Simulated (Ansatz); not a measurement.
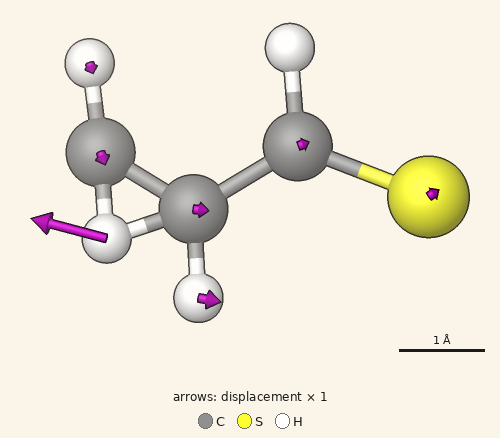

A relaxation of C$_{3}$H$_{4}$S. The starting structure is drawn; purple arrows show the displacements, at their true length. The two geometries are superimposed by the best rigid fit.

A ball-and-stick model, seen face on.

The run prepares an end point of a later path (hydrogen shift) calculation, from a guessed geometry.

These are results of RKS PBE-D4/6-31G* in Ansatz, not measurements.

The input:
```yaml
crystal:
  periodic: [false, false, false]
  atoms:
    - { symbol: C, position_ang: [-0.3447, 0.9899, -0.6091] }
    - { symbol: C, position_ang: [-0.5081, -0.1606, -0.0265] }
    - { symbol: C, position_ang: [0.6637, -0.8037, 0.5394] }
    - { symbol: S, position_ang: [0.7518, -2.2834, 1.317] }
    - { symbol: H, position_ang: [0.5537, 1.556, -0.7206] }
    - { symbol: H, position_ang: [-1.26148, 0.55014, -0.36616] }
    - { symbol: H, position_ang: [-1.4307, -0.6691, 0.0511] }
    - { symbol: H, position_ang: [1.6748, -0.2186, 0.4421] }
basis:
  gaussian: { orbitals: "6-31G*" }
hamiltonian:
  xc: pbe
  dispersion: d4
relax:
  f_tol: 0.02
  max_steps: 50
```

Launched with:
```bash
ansatz run input.yaml --threads 1 --pin off --max-ram 2048MiB --backend cpu --events-out ev --progress --plain --runs-dir out
```

Question: Which element moves most?

Answer: Hydrogen: up to 0.96 Å, against 0.20 Å for carbon.

Question: What did the optimiser do to the structure, and how much energy did it gain?

Answer: The largest move after the best rigid fit is that of H6, 0.96 Å. Largest moves by element: H 0.96 Å, C 0.20 Å, S 0.16 Å. Among the contacts that change: C2–H6 1.090 → 2.145 Å, C3–H8 1.172 → 1.105 Å, C1–C2 1.300 → 1.355 Å, C1–H6 1.045 → 1.094 Å. Bonds break, among them: C2–H6 (1.09 → 2.15 Å). Among the angles between lasting bonds that change: C2–C1–H6 54.1° → 121.9°, H5–C1–H6 170.1° → 116.9°, C2–C1–H5 128.4° → 121.2°. Over 10 geometry steps the energy falls by 505.7 kJ/mol. Largest force component: 8.2 eV/Å at the start, 0.011 eV/Å at the end.
